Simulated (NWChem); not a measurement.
# NO+ (nitrosonium) at 6 levels

We compute a comparison of 6 runs (HF/aug-cc-pVTZ, PBE0/def2-TZVP, B3LYP/3-21G, B3LYP/6-31G*, TPSS/6-31+G*, MP2/pcseg-1) of NO+ (nitrosonium). 

The calculation is run with NWChem 7.3.0.

## Step 1: The structure to begin with

NO+: 2 atoms, total charge +1, spin state singlet. As SMILES, `N#[O+]`. Geometry: the measured bond length.

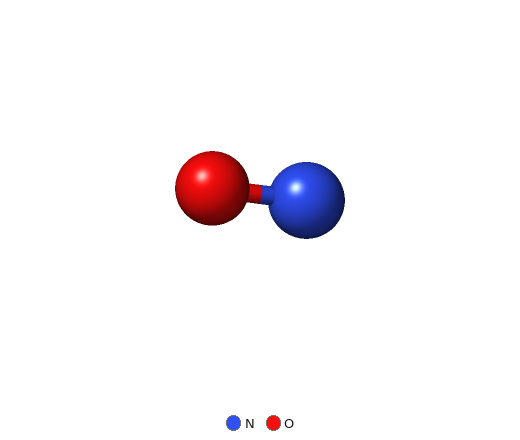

The structure, seen from a chosen angle (nitrogen blue, oxygen red).

## Step 2: Energy and gradient at HF/aug-cc-pVTZ (run 1)

Contents of no.nw:

```
start no
title "NO hf"
memory 2200 mb
charge 1

geometry units angstroms noautosym nocenter noautoz
  N        0.000000       0.000000       0.000000
  O        0.000000       0.000000       1.063220
end

basis spherical bse
  N library aug-cc-pVTZ
  O library aug-cc-pVTZ
end

scf
  thresh 1e-08
  maxiter 80
  print low
end

task scf gradient
```

The run is started by

```sh
$ nwchem no.nw > no.out
```

The log of the run:

```text
[...]
  functions       =    92
[...]
  wavefunction    = RHF
[...]
         Total SCF energy =   -128.966245703826
      One-electron energy =   -224.907299684567
      Two-electron energy =     68.069187439496
 Nuclear repulsion energy =     27.871866541246
        Time for solution =     11.1s
[...]
                         RHF ENERGY GRADIENTS
    atom               coordinates                        gradient
                 x          y          z           x          y          z
   1 N       0.000000   0.000000   0.000000   -0.000000   0.000000  -0.137644
   2 O       0.000000   0.000000   2.009194    0.000000  -0.000000   0.137644
 Task  times  cpu:       18.3s     wall:       18.3s
 Total times  cpu:       18.3s     wall:       18.3s
```

Run time: 19 s. Hardware: 1 thread of Intel Xeon Platinum 8375C at 2.90GHz (Ice Lake), shared host; peak memory 0.11 GiB.

## Step 3: Energy and gradient at PBE0/def2-TZVP (run 2)

Contents of struct.nw:

```
start struct
title "NO"
memory 2200 mb
charge 1

geometry units angstrom noautosym nocenter noautoz
 N     0.000000    0.000000    0.000000
 O     0.000000    0.000000    1.063220
end

basis spherical bse
 * library def2-TZVP
end

dft
 xc pbe0
 grid xfine
 convergence energy 1e-08
 maxiter 100
 mulliken
 print low
end

task dft gradient
```

The run is started by

```sh
$ nwchem struct.nw > struct.out
```

The log of the run:

```text
[...]
 d= 0,ls=0.0,diis     1   -129.3617671997 -1.57D+02  1.46D-02  1.41D+00     0.6
[...]
 d= 0,ls=0.0,diis     8   -129.4561068464 -1.20D-10  9.52D-09  4.13D-12     3.8
         Total DFT energy =     -129.456106846419
      One electron energy =     -225.195976822450
           Coulomb energy =       82.732474213572
    Exchange-Corr. energy =      -14.864470778787
 Nuclear repulsion energy =       27.871866541246
[...]
      Total Density - Mulliken Population Analysis
     ---------------------------------------------
    Atom       Charge   Shell Charges
 -----------   ------   -------------------------------------------------------
    1 N    7     6.35   0.82  1.15  0.70  0.88  0.25  1.29  1.02  0.13  0.03  0.07  0.01
    2 O    8     7.65   0.80  1.17  0.65  1.00  0.24  1.80  1.61  0.29  0.01  0.05  0.00
[...]
                         DFT ENERGY GRADIENTS
    atom               coordinates                        gradient
                 x          y          z           x          y          z
   1 N       0.000000   0.000000   0.000000   -0.000000  -0.000000  -0.031492
   2 O       0.000000   0.000000   2.009194    0.000000   0.000000   0.031492
 Task  times  cpu:        5.7s     wall:        5.7s
 Total times  cpu:        5.8s     wall:        5.8s
```

It took 6.3 s on 1 thread of Intel Xeon Platinum 8375C at 2.90GHz (Ice Lake), shared host; peak memory 0.12 GiB.

Runs 3 to 5 aren't shown in full; the table further down has their settings and results.

## Step 4: Energy and gradient at MP2/pcseg-1 (run 6)

Contents of run.py:

```python
from ase import Atoms
from ase.calculators.nwchem import NWChem

mol = Atoms('NO', positions=[
    [0.000000, 0.000000, 0.000000],
    [0.000000, 0.000000, 1.063220],
])

calc = NWChem(
    label='calc',
    theory='mp2',
    memory='2200 mb',
    basis='pcseg-1',
    basispar='spherical bse',
    charge=1,
    scf={'nopen': '0', 'rhf': None, 'thresh': '1e-08', 'maxiter': '80'},
    mp2={'freeze': 'core 2', 'tight': None},
)
mol.calc = calc

forces = mol.get_forces()
e = mol.get_potential_energy()
print(f"E = {e:.6f} eV")
print("forces (eV/A):")
for s, f in zip(mol.symbols, forces):
    print(f"{s:2s} {f[0]:10.5f} {f[1]:10.5f} {f[2]:10.5f}")
```

The run is started by

```sh
$ export ASE_NWCHEM_COMMAND="nwchem PREFIX.nwi > PREFIX.nwo"
$ python run.py
```

The log of the run:

```text
E = -3515.992790 eV
forces (eV/A):
N    -0.00000    0.00000   -4.35535
O     0.00000   -0.00000    4.35535
```

The calculator wrote calc.nwi:

```
title "calc"

permanent_dir calc

scratch_dir calc

start calc

geometry units angstrom nocenter noautosym noautoz
  N  0.0000000000000000e+00 0.0000000000000000e+00 0.0000000000000000e+00
  O  0.0000000000000000e+00 0.0000000000000000e+00 1.0632200000000001e+00
end

charge 1

memory 2200 mb

basis spherical bse noprint
   * library pcseg-1
end

scf
  nopen 0
  rhf
  thresh 1e-08
  maxiter 80
end
mp2
  freeze core 2
  tight
end

task mp2 gradient
```

calc.nwo:

```text
Northwest Computational Chemistry Package (NWChem) 7.3.0
             --------------------------------------------------------

           Job information
           ---------------

    nwchem branch   = 7.3.0
    use scalapack   = T
    input           = calc.nwi
    prefix          = calc.
    data base       = calc/calc.db
    status          = startup
    nproc           =        1

           Memory information
           ------------------

[... 5 lines left out ...]
    hardfail = no
[... 104 lines left out ...]
 Convergence threshold     :          1.000E-08
[... 17 lines left out ...]
      One-electron energy =   -224.690372025008
[... 27 lines left out ...]
                       ROHF Final Molecular Orbital Analysis
[... 275 lines left out ...]
  MP2 natural orbitals output to calc/calc.mp2nos
[... 8 lines left out ...]
                 ----------------------------------------
                 |  Time  |  1-e(secs)   |  2-e(secs)   |
                 ----------------------------------------
                 |  CPU   |       0.00   |       0.13   |
                 ----------------------------------------
                 |  WALL  |       0.00   |       0.13   |
                 ----------------------------------------
 -----------------------
 Task  times  cpu:        1.0s     wall:        1.0s
 Total times  cpu:        1.0s     wall:        1.0s
```

Run time: 1.9 s. Hardware: 1 thread of Intel Xeon Platinum 8375C at 2.90GHz (Ice Lake), shared host; peak memory 0.1 GiB.

## Step 5: All runs side by side

```tsv
run	level	iteration cap	module	energy (Eh)	largest force (eV/Å)	wall time
1	HF/aug-cc-pVTZ	80	scf	-128.966246	7.078	19 s
2	PBE0/def2-TZVP	100	dft	-129.456107	1.619	6.3 s
3	B3LYP/3-21G	100	dft	-128.775873	3.082	1.3 s
4	B3LYP/6-31G* (spherical functions)	100	dft	-129.527310	1.675	2 s
5	TPSS/6-31+G* (spherical functions)	100	dft	-129.556361	3.228	3.9 s
6	MP2/pcseg-1	80	mp2	-129.210353	4.355	1.9 s
```

## Step 6: What came out

| quantity | value |
| --- | --- |
| run 6: total energy | -129.21035 Eh |
| run 6: HOMO energy (Hartree–Fock orbitals) | -31.13 eV |
| run 6: LUMO energy (Hartree–Fock orbitals) | -7.77 eV |
| run 6: HOMO–LUMO gap (Hartree–Fock orbitals) | 23.36 eV |
| run 6: correlation energy (2 core orbitals frozen) | -337.8 mEh |
| run 6: largest force on an atom | 4.355 eV/Å |

What this shows: Totals of different functionals can't be ranked against each other. All runs together took 34 s, the longest 19 s.
